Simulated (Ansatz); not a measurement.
# SnGe3O8: the cell at several levels of theory, part 2 of 3

The system is SnGe3O8 (rutile host), a generated structure that needn't be the ground state.

Ansatz 0.2.0, plane waves. The steps go on from the part before.

### 3 r2SCAN: cell and atoms

Start: the result of step 2.

File input.yaml:

```yaml
crystal:
  lattice:
    - [3.2562333357, -3.2100278069, 0.0]
    - [3.2562333357, 3.2100278069, 0.0]
    - [0.0, 0.0, 5.9915760275]
  atoms:
    - { symbol: Sn, position: [0.5, 0.5, 0.0] }
    - { symbol: Ge, position: [0.0, 0.0, 0.7433014586] }
    - { symbol: O, position: [0.1813185485, 0.1813185485, 0.0] }
    - { symbol: O, position: [0.8186814515, 0.8186814515, 0.0] }
    - { symbol: O, position: [0.6990605072, 0.3009394928, 0.734034984] }
    - { symbol: O, position: [0.3009394928, 0.6990605072, 0.734034984] }
    - { symbol: Ge, position: [0.5, 0.5, 0.5] }
    - { symbol: Ge, position: [0.0, 0.0, 0.2566985414] }
    - { symbol: O, position: [0.1933477454, 0.1933477454, 0.5] }
    - { symbol: O, position: [0.8066522546, 0.8066522546, 0.5] }
    - { symbol: O, position: [0.6990605072, 0.3009394928, 0.265965016] }
    - { symbol: O, position: [0.3009394928, 0.6990605072, 0.265965016] }
kpoints:
  mp_grid: { grid: [6, 6, 4] }
hamiltonian:
  xc: r2scan
scf:
  occupations: { method: fermi_dirac, width: 0.02 }
relax:
  f_tol: 0.005
  cell: {}
output:
  write_density: true
  write_potential: true
  elf: true
  volumetric_format: npy
```

Log:

```text
Engine: ansatz 0.2.0, x86_64-unknown-linux-gnu
Pseudopotentials: kind: paw
Pseudopotential: Sn, paw, valence charge 14, recommended cutoff 500 eV (meta_gga), Sn.paw.azcp
Pseudopotential: Ge, paw, valence charge 14, recommended cutoff 500 eV (meta_gga), Ge.paw.azcp
Pseudopotential: O, paw, valence charge 6, recommended cutoff 500 eV (meta_gga), O.paw.azcp
Functional definition: r2SCAN
  parameter k0 = 0.174
  parameter k1 = 0.065
  parameter a1 = 4.9479
  exchange = r2scan_x(k0 = k0, k1 = k1, a1 = a1)
  correlation = r2scan_c
Crystal: 12 atoms, lattice volume = 125.255 Å³
Basis set: ecut = 500 eV, 3189 PW (Γ), exchange–correlation on 144×144×180 points (64 copies of the dense FFT grid, shifted against one another)
Bands: 64, of which v1, the nominal top of the filled ones, is band 52 counted from 1 (51 counted from 0)
Symmetry: 8 space group operations
Space group: Cmmm (ITA 65), of the structure as read, at distance tolerance 5.0e-5 Å
k-points: 39 of 144
Non-local potential: Sn, projectors of the file, l = 0: 2, l = 1: 2, l = 2: 2, l = 3: 2
Non-local potential: Ge, projectors of the file, l = 0: 2, l = 1: 2, l = 2: 3, l = 3: 1
Non-local potential: O, projectors of the file, l = 0: 2, l = 1: 2, l = 2: 1
PAW form: soft (Blöchl's): semilocal exchange-correlation on the pseudo side does not see the compensation charge
PAW frozen core: Sn, regenerated for the run's functional (the file was generated under x = pbe(κ = 0.804, μ = 0.2195149727645171), c = pbe(β = 0.06672455060314922))
PAW frozen core: Ge, regenerated for the run's functional (the file was generated under x = pbe(κ = 0.804, μ = 0.2195149727645171), c = pbe(β = 0.06672455060314922))
PAW frozen core: O, regenerated for the run's functional (the file was generated under x = pbe(κ = 0.804, μ = 0.2195149727645171), c = pbe(β = 0.06672455060314922))
PAW one-centre angular grid: Sn, 590 points (default); XC on 249 of its mesh's 2787 points in the sphere
PAW one-centre angular grid: Ge, 590 points (default); XC on 160 Gauss nodes
PAW one-centre angular grid: O, 302 points (default); XC on 160 Gauss nodes
Initial density: superposition of atomic densities (neutral atoms: chi_scale 0, normalization atom), corrected by the library's trained network
Initial wavefunctions: pseudopotential atomic-orbital guess
Functional: x = r2scan, c = r2scan; τ floored in thin density (d = 2e-4 eV/Å³)
SCF iter   1: F=—  HF=-23496.342528 eV  |F-HF|=—  |Δ(HF+E_count)|=         —  Δρ=1.14e-2  dr2=1.00e-1  dr2_τ=5.46e-1  ethr=1.77e-3  ⟨swp⟩=6.3  Hψ=10065  notcnv=0  defer=4
preconditioner: auto → Resta (q_TF=auto, 2.645 Å⁻¹)  ε∞=3.3  [insulator: Δε(μ)=1.565 eV  Ē_g=22.520 eV  σ=0.020 eV  W_gap=1.00  n_scr=36 (ndim 8)  ℏωp=33.8 eV  f_vac=0.024  D(μ)=0.00/eV (n_scr^D=0)  ε∞_Penn≈3.3]
SCF iter   2: F=—  HF=-23496.567331 eV  |F-HF|=—  |Δ(HF+E_count)|=   2.25e-1  Δρ=6.47e-3  dr2=3.05e-2  dr2_τ=1.61e-3  ethr=9.65e-5  ⟨swp⟩=2.3  Hψ=5081  notcnv=0  defer=312
SCF iter   3: F=—  HF=-23496.567474 eV  |F-HF|=—  |Δ(HF+E_count)|=   1.43e-4  Δρ=1.74e-3  dr2=1.51e-3  dr2_τ=1.53e-4  ethr=2.94e-5  ⟨swp⟩=2.1  Hψ=3332  notcnv=0  defer=312
SCF iter   4: F=—  HF=-23496.566858 eV  |F-HF|=—  |Δ(HF+E_count)|=   6.16e-4  Δρ=3.80e-4  dr2=1.79e-4  dr2_τ=4.97e-5  ethr=1.46e-6  ⟨swp⟩=2.0  Hψ=4366  notcnv=0  defer=312
SCF iter   5: F=—  HF=-23496.566602 eV  |F-HF|=—  |Δ(HF+E_count)|=   2.57e-4  Δρ=1.35e-4  dr2=1.46e-5  dr2_τ=1.56e-6  ethr=1.72e-7  ⟨swp⟩=2.0  Hψ=4151  notcnv=0  defer=312
SCF iter   6: F=—  HF=-23496.566968 eV  |F-HF|=—  |Δ(HF+E_count)|=   3.67e-4  Δρ=6.60e-5  dr2=4.30e-6  dr2_τ=6.25e-7  ethr=1.40e-8  ⟨swp⟩=2.0  Hψ=3952  notcnv=0  defer=312
SCF iter   7: F=—  HF=-23496.566967 eV  |F-HF|=—  |Δ(HF+E_count)|=   8.93e-7  Δρ=1.52e-5  dr2=1.87e-7  dr2_τ=2.87e-8  ethr=4.14e-9  ⟨swp⟩=2.0  Hψ=3339  notcnv=0  defer=312
SCF iter   8: F=-23496.566967 eV  HF=-23496.566967 eV  |F-HF|=4.67e-8  |Δ(HF+E_count)|=   4.28e-8  Δρ=7.64e-6  dr2=6.93e-8  dr2_τ=4.55e-9  ethr=9.62e-11  ⟨swp⟩=10.1  Hψ=17236  notcnv=0
SCF 1 converged in 8 iterations: F = -23496.566967 eV  dr2 = 6.93e-8
relax step   1: F+E_penalty+E_count = -23496.56696730 eV  Δ(F+E_penalty+E_count) = +0.000e0 eV  max|allowed force component| = 1.221e-1 eV/Å  Δτ_max = 0.0000 Å  P = -9.760 GPa  Ω = 125.255 Å³  (8 SCF iters, dr2 threshold 1.00e-7 eV, accepted)
[... from here on, the SCF cycles and remarks between the steps are left out ...]
relax step   2: F+E_penalty+E_count = -23496.71846796 eV  Δ(F+E_penalty+E_count) = -1.515e-1 eV  max|allowed force component| = 2.341e-1 eV/Å  Δτ_max = 0.0069 Å  P = -3.153 GPa  Ω = 121.524 Å³  energy of the carried Pulay correction = +2.649e-3 eV  (7 SCF iters, dr2 threshold 1.20e-6 eV, accepted)
relax step   3: F+E_penalty+E_count = -23496.74179095 eV  Δ(F+E_penalty+E_count) = -2.332e-2 eV  max|allowed force component| = 1.195e-1 eV/Å  Δτ_max = 0.0082 Å  P = +0.389 GPa  Ω = 119.632 Å³  energy of the carried Pulay correction = +4.023e-3 eV  (6 SCF iters, dr2 threshold 1.20e-6 eV, accepted)
relax step   4: F+E_penalty+E_count = -23496.74256171 eV  Δ(F+E_penalty+E_count) = -7.708e-4 eV  max|allowed force component| = 2.626e-2 eV/Å  Δτ_max = 0.0031 Å  P = +0.085 GPa  Ω = 119.743 Å³  energy of the carried Pulay correction = +3.941e-3 eV  (4 SCF iters, dr2 threshold 1.20e-6 eV, accepted)
relax step   5: F+E_penalty+E_count = -23496.74273484 eV  Δ(F+E_penalty+E_count) = -1.731e-4 eV  max|allowed force component| = 1.014e-2 eV/Å  Δτ_max = 0.0009 Å  P = -0.017 GPa  Ω = 119.757 Å³  energy of the carried Pulay correction = +3.931e-3 eV  (4 SCF iters, dr2 threshold 2.90e-7 eV, accepted)
relax step   6: F+E_penalty+E_count = -23496.74278503 eV  Δ(F+E_penalty+E_count) = -5.019e-5 eV  max|allowed force component| = 6.076e-3 eV/Å  Δτ_max = 0.0008 Å  P = +0.001 GPa  Ω = 119.728 Å³  energy of the carried Pulay correction = +3.953e-3 eV  (5 SCF iters, dr2 threshold 1.70e-8 eV, accepted)
relax step   7: F+E_penalty+E_count = -23496.74279036 eV  Δ(F+E_penalty+E_count) = -5.330e-6 eV  max|allowed force component| = 2.745e-4 eV/Å  Δτ_max = 0.0002 Å  P = -0.000 GPa  Ω = 119.728 Å³  energy of the carried Pulay correction = +3.953e-3 eV  (4 SCF iters, dr2 threshold 2.31e-9 eV, accepted)
relax step   8: F+E_penalty+E_count = -23496.73854764 eV  Δ(F+E_penalty+E_count) = +4.243e-3 eV  max|allowed force component| = 3.502e-4 eV/Å  Δτ_max = 0.0000 Å  P = +0.022 GPa  Ω = 119.728 Å³  stress off target by 2.93e-2 GPa  SCF on the basis re-selected at this cell (its energy is not comparable with the rows above)  (6 SCF iters)
basis re-selected at this cell: Δ(F+E_penalty+E_count) = +4.243e-3 eV, ΔP = +0.022 GPa vs the last step (what re-selecting the basis moved, of the pressure what is left beyond the Pulay correction that the steps carried, after the strain that the cell walked since its last selection, with what the two solves' SCF thresholds leave and, on support functions, any second-order correction that the steps lacked; it is no measure of the basis error at this ecutwfc). This SCF's stress stands 2.93e-2 GPa from its target on what of the cell is left free (relax.cell.stress_tol is 5.00e-2 GPa) and its largest allowed force component is 3.50e-4 eV/Å (relax.f_tol is 5.00e-3 eV/Å): within both
SCF converged after 6 iterations
Free energy (F): -23496.738548 eV
Harris-Foulkes:  -23496.738548 eV  (|F-HF|=3.64e-12)
Internal energy: -23496.738548 eV  (E = F + TS)
E sigma→0 (E₀):  -23496.738548 eV
Fermi energy:    10.753712 eV
--- Per-component energies (eV) ---
  E_band       = -428.100267
  E_kinetic    = 1947.861804
  E_local      = -9752.171552  (includes V_loc(G=0)·N_el)
  E_nonlocal   = 1635.551792
  E_hartree    = 4259.578619
  E_xc         = -1163.985906
  E_vxc        = -1146.321989  (∫ρ·V_xc dr)
  E_paw        = -11583.463984  (= ΣΔE_a)
  E_vpaw       = -1702.725496  (= ΣTr[D̂ρ^β])
  E_aug_tail   = 0.008188  (compensation charges beyond the density's cutoff)
  E_vtau       = 70.539632  (kinetic-family band-sum trace: ∫τ·v_τ [+ j·A + Jᵃ·Aᵃ] dr)
  E_ewald      = -8837.340004
  E_core_change = -2.777505  (= ΣΔE_core)
  E_smearing   = -0.000000  (= −TS)
  E_closure    = -0.000000  (closes the sum)
  Σ components = -23496.738548   (vs F -23496.738548, Δ=0.00e0)
--- Forces (eV/Å), atoms counted from 1 ---
  atom   1  Sn     0.00000000     0.00000000     0.00000000
  atom   2  Ge    -0.00000000     0.00000000    -0.00029195
  atom   3  O      0.00035021     0.00000000    -0.00000000
  atom   4  O     -0.00035021    -0.00000000     0.00000000
  atom   5  O      0.00000000    -0.00011616     0.00001295
  atom   6  O     -0.00000000     0.00011616     0.00001295
  atom   7  Ge     0.00000000     0.00000000     0.00000000
  atom   8  Ge     0.00000000    -0.00000000     0.00029195
  atom   9  O      0.00013925     0.00000000    -0.00000000
  atom  10  O     -0.00013925    -0.00000000     0.00000000
  atom  11  O      0.00000000    -0.00011616    -0.00001295
  atom  12  O     -0.00000000     0.00011616    -0.00001295
  max |Σ_I F_I| component: 5.18e-18 eV/Å
--- Stress (GPa, compression-positive) ---
        0.019125      -0.000000       0.000000
       -0.000000       0.017709       0.000000
        0.000000       0.000000       0.029295
  P = ⅓ Tr σ = 0.0220 GPa (0.220 kbar)
--- Band table (eV; the first three rows and the last of 39) ---
  k-point 0: bands = ["-15.3141", "-15.2534", "-15.2200", "-15.0896", "-15.0830", "-14.9772", "-14.9417", "-14.9128", "-14.8899", "-14.8850", "-14.8784", "-14.8683", "-14.8576", "-14.8397", "-14.8349", "-12.0366", "-11.8499", "-11.7171", "-11.0041", "-10.9910", "-10.9835", "-9.7374", "-9.3689", "-9.3291", "-8.9217", "-7.9321", "-7.7566", "-7.6185", "-0.2701", "0.5885", "1.5431", "3.9702", "4.3305", "4.6041", "4.7339", "4.8666", "4.9337", "5.0384", "5.4289", "5.9278", "6.6902", "6.7684", "7.3528", "7.4307", "7.6400", "7.7197", "7.8993", "7.9680", "8.0425", "8.8612", "8.9826", "9.7108", "11.7966", "16.1110", "16.4559", "16.8401", "16.8590", "17.5425", "20.6082", "21.0738", "21.1791", "21.6700", "22.0334", "22.1917"]
[... 3 lines left out ...]
--- Relaxed structure (7 steps of the walk, 7 accepted, 1 SCFs on fresh bases) ---
  F+E_penalty+E_count = -23496.73854764 eV   max|allowed force component| = 3.502e-4 eV/Å   (the final SCF, on the basis selected at the relaxed cell)
  cell:  # Å, volume = 119.7279 Å³
    - [3.20365634988591, -3.1564937310152272, 5.080896132812026e-18]
    - [3.20365634988591, 3.1564937310152272, 5.080896132812024e-18]
    - [9.349015358885413e-18, -1.729727523288392e-33, 5.919902515725766]
  atoms:
    - { symbol: Sn, position: [0.5, 0.5, 2.3938761979054182e-20] }
    - { symbol: Ge, position: [1.5493472438654174e-21, -1.2652757586598866e-21, 0.7431395112806912] }
    - { symbol: O, position: [0.18174356342528328, 0.18174356342528328, -1.70542028156822e-21] }
    - { symbol: O, position: [0.8182564365747171, 0.8182564365747171, 4.958294423967615e-20] }
    - { symbol: O, position: [0.7002608204060512, 0.2997391795939488, 0.7336453197784246] }
    - { symbol: O, position: [0.2997391795939488, 0.7002608204060512, 0.7336453197784246] }
    - { symbol: Ge, position: [0.5, 0.5, 0.5] }
    - { symbol: Ge, position: [-1.4992330433670803e-20, -1.7806953436195866e-20, 0.2568604887193087] }
    - { symbol: O, position: [0.1947034175025721, 0.1947034175025721, 0.5] }
    - { symbol: O, position: [0.805296582497428, 0.805296582497428, 0.5] }
    - { symbol: O, position: [0.7002608204060512, 0.2997391795939488, 0.26635468022157527] }
    - { symbol: O, position: [0.2997391795939488, 0.7002608204060512, 0.26635468022157527] }
```

It took 11 s on 1 × NVIDIA H100 80GB HBM3 with 2 threads of AMD EPYC 7R13 (Zen 3), shared host; peak host memory 1.4 GiB.

The steps:

| step | energy change (meV/atom) | largest force (eV/Å) | pressure (GPa) | volume (Å³/atom) |
| --- | --- | --- | --- | --- |
| 1 | 0.0 | 0.1221 | -9.76 | 10.438 |
| 2 | -12.6 | 0.2341 | -3.15 | 10.127 |
| 3 | -14.6 | 0.1195 | 0.39 | 9.969 |
| 4 | -14.6 | 0.0263 | 0.08 | 9.979 |
| 5 | -14.6 | 0.0101 | -0.02 | 9.980 |
| 6 | -14.7 | 0.0061 | 0.00 | 9.977 |
| 7 | -14.7 | 0.0003 | 0.00 | 9.977 |
| 8 | -14.3 | 0.0003 | 0.02 | 9.977 |

Step 8 solves the same cell on a plane-wave basis chosen anew, so the energy can jump there without a move.

The table lists every geometry solved, with passes on a fresh basis, whose energies don't compare exactly with the rows above.

```
                       before  after   change
                a (Å)   6.420  6.313  -1.67 %
                b (Å)   6.512  6.407  -1.61 %
                c (Å)   5.992  5.920  -1.20 %
     volume (Å³/atom)  10.438  9.977  -4.41 %
shortest distance (Å)   1.897  1.874  -1.23 %
          space group    Cmmm   Cmmm     same
```

Axes a, b and c in the maps are those of this run's conventional cell (a, b, c = 6.313, 6.407, 5.920 Å).

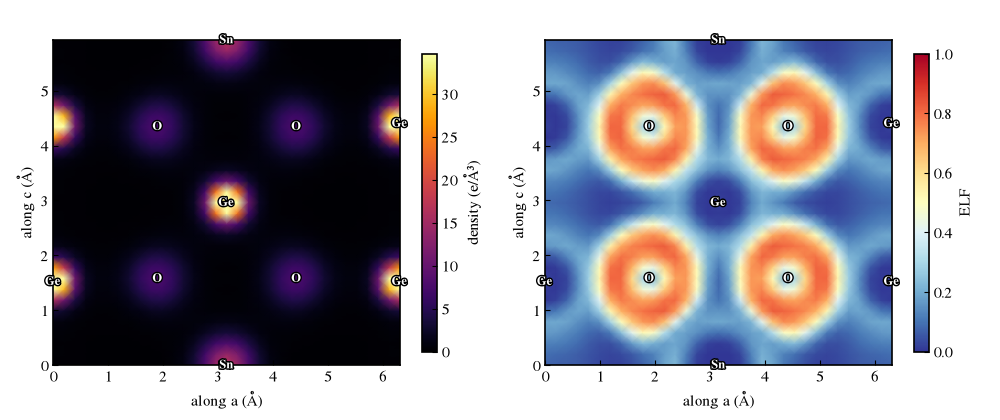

Density (left) and ELF (right) in a lattice plane of the grid's cell (edges 6.31 and 5.92 Å, at 0.000 of the third edge), which holds Sn and Ge and O. Only atoms in the plane are labelled; the density scale stops at 34.68 e/Å³. Both are smooth fields of the valence electrons: close to the nuclei they are not physical.

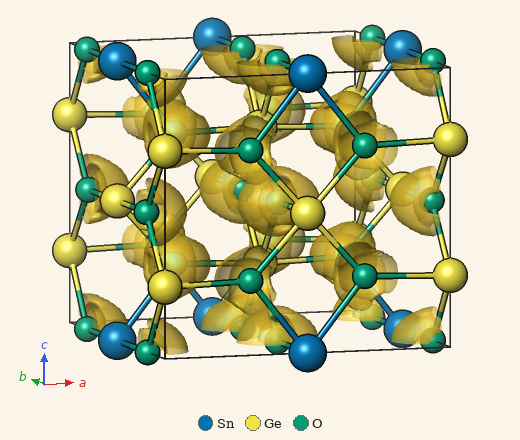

Surface of ELF = 0.78, drawn in one cell.

The highest ELF values outside the cores: 0.87 beside O, off the lines to its neighbours, 0.6 Å from O; 0.84 in the shell around O, 0.6 Å from O; 0.83 on the O–Ge line, 0.7 Å from O.

(Continued in part 3 of 3.)
